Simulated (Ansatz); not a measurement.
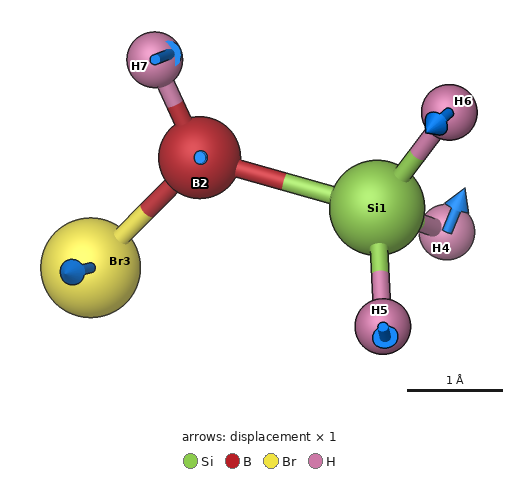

This is a relaxation of BSiH$_{4}$Br. The starting structure is drawn; blue arrows show the displacements, at their true length. The two geometries are superimposed by the best rigid fit.

The picture is a ball-and-stick view, seen at a tilt.

Method: Ansatz 0.2.0, RKS PBE0-D4/def2-TZVP. Set-up: force threshold 0.005 eV/Å; at most 200 steps.

### What happened in the run?

Over 26 accepted moves (28 points after the start) the energy falls by 5.31 kJ/mol. Largest force component: 0.45 eV/Å at the start, 0.00055 eV/Å at the end. The line search rejected the trial steps at points 13, 25 of the run. The forces were under the threshold at step 5, but the run went on from there. Br3 moves most after the best rigid fit: 0.85 Å. By element the largest moves are Br 0.85 Å, H 0.79 Å, B 0.13 Å, Si 0.05 Å. Some distances before and after: Si1–B2 1.976 → 2.011 Å, B2–Br3 1.865 → 1.898 Å, Si1–H4 1.470 → 1.491 Å, B2–H7 1.176 → 1.193 Å. Bond angles that change, for instance: B2–Si1–H6 113.7° → 108.9°, H4–Si1–H5 106.2° → 109.2°, B2–Si1–H4 111.2° → 108.8°. Groups turn about Si1–B2 by about 60°.
